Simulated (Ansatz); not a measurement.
## Two runs on C2H7GaO

System: C2H7GaO.
Method of the first run: RKS SPW92 (LDA)/def2-TZVPP (Ansatz 0.2.0).

The geometry comes from this level: PBE0-D4/def2-TZVP. Text and figures count atoms from 1; the logs count them from 0 in places.

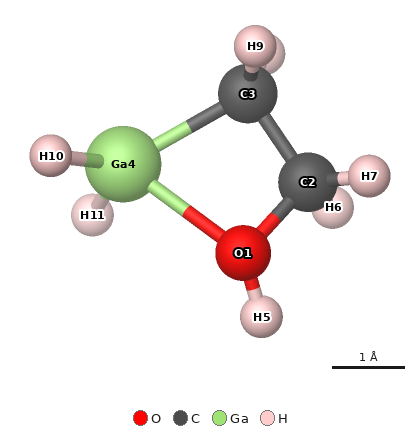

Figure 1. The input geometry (ball-and-stick view, seen on its broad side; atoms are numbered from 1 in the order of the input). Sticks mark near contacts. Bond lengths as drawn: C–C 1.51 Å, C–Ga 2.01 Å, C–H 1.09 Å, C–O 1.46 Å, Ga–H 1.57 to 1.58 Å, Ga–O 2.21 Å and H–O 0.96 Å.

## The input, the first run
```yaml
crystal:
  periodic: [false, false, false]
  atoms:
    - {symbol: O, position_ang: [-1.283549, 0.347205, 0.013824]}
    - {symbol: C, position_ang: [-0.037883, 1.021174, 0.374060]}
    - {symbol: C, position_ang: [1.038853, 0.191469, -0.284397]}
    - {symbol: Ga, position_ang: [-0.093230, -1.466783, -0.420601]}
    - {symbol: H, position_ang: [-1.971474, 0.498632, 0.668075]}
    - {symbol: H, position_ang: [0.062026, 1.013310, 1.462909]}
    - {symbol: H, position_ang: [-0.106534, 2.057835, 0.031678]}
    - {symbol: H, position_ang: [1.930275, 0.102208, 0.335725]}
    - {symbol: H, position_ang: [1.324746, 0.584657, -1.260323]}
    - {symbol: H, position_ang: [-0.581206, -2.018772, -1.808460]}
    - {symbol: H, position_ang: [-0.282016, -2.330925, 0.887520]}
basis:
  gaussian: {orbitals: def2-TZVPP}
hamiltonian: {xc: lda}
output: {orbitals: {seedname: orbitals}}
```

Hardware: 4 CPU threads, shared host.

## Output (the first run)
```
Functional definition: SPW92
  exchange = slater_x
  correlation = pw_c
1292 factors; their error is unknown
mean field evaluation 1: about -56481.9272 eV, gradient 8.8e1 eV
mean field evaluation 2: about -56436.6871 eV, gradient 1.6e2 eV
mean field evaluation 4: about -56496.0112 eV, gradient 1.9e1 eV
mean field evaluation 8: about -56496.5634 eV, gradient 5.9e-2 eV
mean field evaluation 16: about -56496.5337 eV, gradient 7.5e-5 eV
mean field -56496.53367713 eV, -2076.2093179088 hartree, gradient 7.5e-5 eV, S^2 0.000000; 0 other end points of the search recorded, 0 dependent functions left out
reference -56496.53372010 eV, -2076.2093194878 hartree; 29, 29 occupied and 210, 210 virtual orbitals, 1292 factors
Total energy: -56496.53372010 eV, -2076.2093194878 hartree
```

For the second run the input was changed thus:
```diff
-hamiltonian: {xc: lda}
+hamiltonian: {xc: {name: r2SCANh}, dispersion: d4}
```

How does the second run compare with the first run?

The total energies belong to different models, so their difference says nothing on which is more stable or more accurate. The HOMO goes from −6.22 to −6.77 eV. The LUMO goes from −1.40 to −0.47 eV.

## Output (the second run)
```
Functional definition: r2SCANh
  parameter a = 0.1
  parameter k0 = 0.174
  parameter k1 = 0.065
  parameter a1 = 4.9479
  exchange = (1 - a)*r2scan_x(k0 = k0, k1 = k1, a1 = a1) + a*exact_x
  correlation = r2scan_c
1315 factors; their error is unknown
mean field evaluation 1: about -56602.1189 eV, gradient 6.8e1 eV
mean field evaluation 2: about -56589.8587 eV, gradient 1.0e2 eV
mean field evaluation 4: about -56611.2054 eV, gradient 6.4e0 eV
mean field evaluation 8: about -56611.2827 eV, gradient 8.9e-2 eV
mean field evaluation 16: about -56611.3343 eV, gradient 7.4e-5 eV
mean field -56611.33425059 eV, -2080.4281611685 hartree, gradient 7.4e-5 eV, S^2 0.000000; 0 other end points of the search recorded, 0 dependent functions left out
reference -56611.33426285 eV, -2080.4281616191 hartree; 29, 29 occupied and 210, 210 virtual orbitals, 1315 factors
Total energy: -56611.38782995 eV, -2080.4301301739 hartree
```

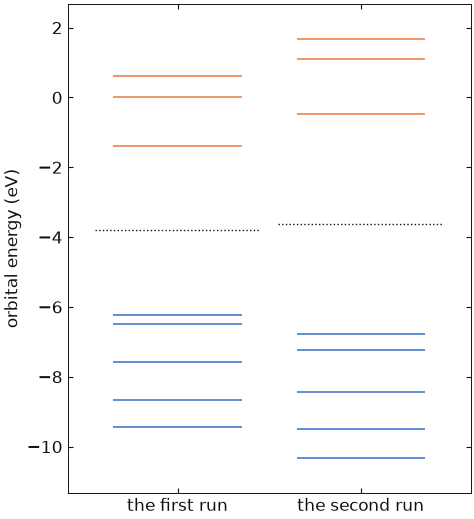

Figure 2. The five highest filled and three lowest empty orbital energies of the two runs; the dotted lines part filled from empty levels. The HOMO–LUMO gap is 4.82 eV in the first run and 6.30 eV in the second run.

## The two runs side by side

| quantity | the first run | the second run |
| --- | --- | --- |
| outcome | converged | converged |
| total energy (hartree) | −2076.209319 | −2080.430130 |
| HOMO (eV) | −6.22 | −6.77 |
| LUMO (eV) | −1.40 | −0.47 |
| basis functions | 239 | 239 |
| wall time (shared host) | 7.5 s | 15 s |
